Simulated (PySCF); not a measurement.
# CCSDT(Q)/STO-6G run of HBS (hydrogen boron sulfide)

What is the energy change on altering one bond length of HBS (hydrogen boron sulfide) at CCSDT(Q)/STO-6G? The job is set up through a Python script.

The calculation is run with PySCF 2.14.0.

9 further runs of the same task are left out: 9 set aside as unsound or not needed.

## 1. The molecule

HBS has 3 atoms, charge 0, and is taken as a singlet. SMILES: `B=S`. The shape is that of a PBE0-D4/def2-TZVP optimisation.

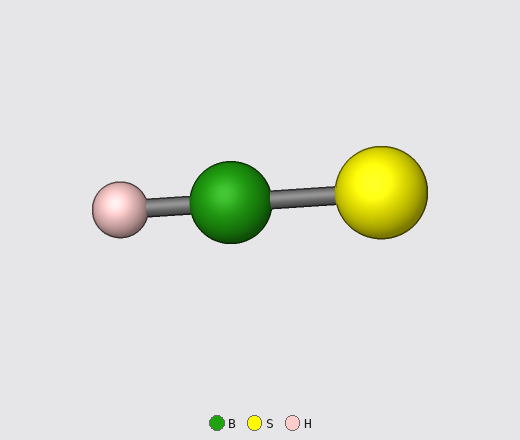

The structure, seen from a chosen angle (boron green, sulfur yellow, hydrogen pink).

## 2. A single-point energy at CCSDT(Q)/STO-6G

Contents of job.py:

```python
# hydrogen boron sulfide
from pyscf import gto, cc

system = gto.Mole()
system.atom = 'B -0.038660 -0.014560 0.134750; S 0.399170 0.147640 -1.393290; H -0.360510 -0.133080 1.258530'
system.basis = 'sto-6g'
system.verbose = 3
system.max_memory = 1860
system.build()

mf = system.RHF()
mf.conv_tol = 1e-10
mf.kernel()
if not mf.converged:
    mf = mf.newton().run(mf.mo_coeff, mf.mo_occ)

mycc = cc.CCSDT(mf, frozen=6)
mycc.kernel()
e_bracket, e_q = mycc.ccsdt_q()
etot = mycc.e_tot + e_q
print('E = %.10f Eh' % etot)
```

The run is started by

```bash
$ OMP_NUM_THREADS=1 python job.py
```

What it wrote:

```text
converged SCF energy = -421.364149347634
_make_eris_incore_RCCSDT

WARN: A large `blksize` is being used, which may cause large memory consumption
      for storing contraction intermediates. If memory is sufficient, consider using
      `pyscf.cc.rccsdt_highm.RCCSDT` instead.

WARN: A large `blksize_oovv` is being used, which may cause large memory consumption
      for storing contraction intermediates. If memory is sufficient, consider using
      `pyscf.cc.rccsdt_highm.RCCSDT` instead.

WARN: A large `blksize_oooo` is being used, which may cause large memory consumption
      for storing contraction intermediates. If memory is sufficient, consider using
      `pyscf.cc.rccsdt_highm.RCCSDT` instead.

RCCSDT converged
E(RCCSDT) = -421.4854897502188   E_corr = -0.1213404025848176
E_corr(same-spin) = -0.0196687678513043
E_corr(oppo-spin) = -0.101671634733513
_make_eris_incore_RCCSDT
E = -421.4847695976 Eh
```

It took 1.2 s on 1 thread of Arm Neoverse V1, shared host; peak memory 0.12 GiB.

## 3. The distorted shape at the same level

Contents of job.py:

```python
from pyscf import gto, scf, cc

molecule = gto.M(
    atom='''
B      0.540678     0.198779    -1.888083
S      0.978508     0.360979    -3.416123
H     -0.360510    -0.133080     1.258530
''',
    charge=0,
    basis='sto-6g',
    spin=0,
    verbose=3,
    max_memory=1860,
)

calc0 = scf.RHF(molecule)
calc0.conv_tol = 1e-10
calc0.kernel()
if not calc0.converged:
    calc0 = calc0.newton().run(calc0.mo_coeff, calc0.mo_occ)

mycc = cc.CCSDT(calc0, frozen=6)
mycc.kernel()
e_bracket, e_q = mycc.ccsdt_q()
energy = mycc.e_tot + e_q
print(f'total energy: {energy:.8f} hartree')
```

The run is started by

```bash
$ OMP_NUM_THREADS=1 python job.py
```

What it wrote:

```text
converged SCF energy = -420.951791554588
_make_eris_incore_RCCSDT

WARN: A large `blksize` is being used, which may cause large memory consumption
      for storing contraction intermediates. If memory is sufficient, consider using
      `pyscf.cc.rccsdt_highm.RCCSDT` instead.

WARN: A large `blksize_oovv` is being used, which may cause large memory consumption
      for storing contraction intermediates. If memory is sufficient, consider using
      `pyscf.cc.rccsdt_highm.RCCSDT` instead.

WARN: A large `blksize_oooo` is being used, which may cause large memory consumption
      for storing contraction intermediates. If memory is sufficient, consider using
      `pyscf.cc.rccsdt_highm.RCCSDT` instead.

RCCSDT converged
E(RCCSDT) = -421.2855044612454   E_corr = -0.3337129066570265
E_corr(same-spin) = -0.0143857436197939
E_corr(oppo-spin) = -0.319327163037233
_make_eris_incore_RCCSDT
total energy: -421.28191966 hartree
```

Wall time 1.2 s (1 thread of Arm Neoverse V1, shared host); peak memory 0.1 GiB.

## 4. Outcome

At CCSDT(Q)/STO-6G, 6 core orbitals frozen:

```
                                                         quantity          value
                                        first shape: total energy  -421.48477 Eh
                first shape: dipole moment (Hartree–Fock density)         0.96 D
                 first shape: HOMO energy (Hartree–Fock orbitals)       -7.97 eV
                 first shape: LUMO energy (Hartree–Fock orbitals)        7.70 eV
               first shape: HOMO–LUMO gap (Hartree–Fock orbitals)       15.66 eV
         first shape: correlation energy (6 core orbitals frozen)     -120.6 mEh
                                       first shape: T1 diagnostic          0.024
                                    distorted shape: total energy  -421.28192 Eh
            distorted shape: dipole moment (Hartree–Fock density)         0.71 D
             distorted shape: HOMO energy (Hartree–Fock orbitals)       -5.11 eV
             distorted shape: LUMO energy (Hartree–Fock orbitals)        0.58 eV
           distorted shape: HOMO–LUMO gap (Hartree–Fock orbitals)        5.69 eV
     distorted shape: correlation energy (6 core orbitals frozen)     -330.1 mEh
                                   distorted shape: T1 diagnostic          0.034
energy change with the B1–H3 bond stretched from 1.175 to 3.290 Å       5.520 eV
```

In words: With the B1–H3 bond stretched from 1.175 to 3.290 Å the energy rises by 5.52 eV (533 kJ/mol). The first shape isn't relaxed at this level, so the change isn't measured from a minimum. The minimal basis adds a large error of its own. The T1 diagnostic (first shape) of 0.024 is above the customary mark for such species, so a single reference may not serve. The T1 diagnostic (distorted shape) of 0.034 is above the customary mark for such species, so a single reference may not serve.
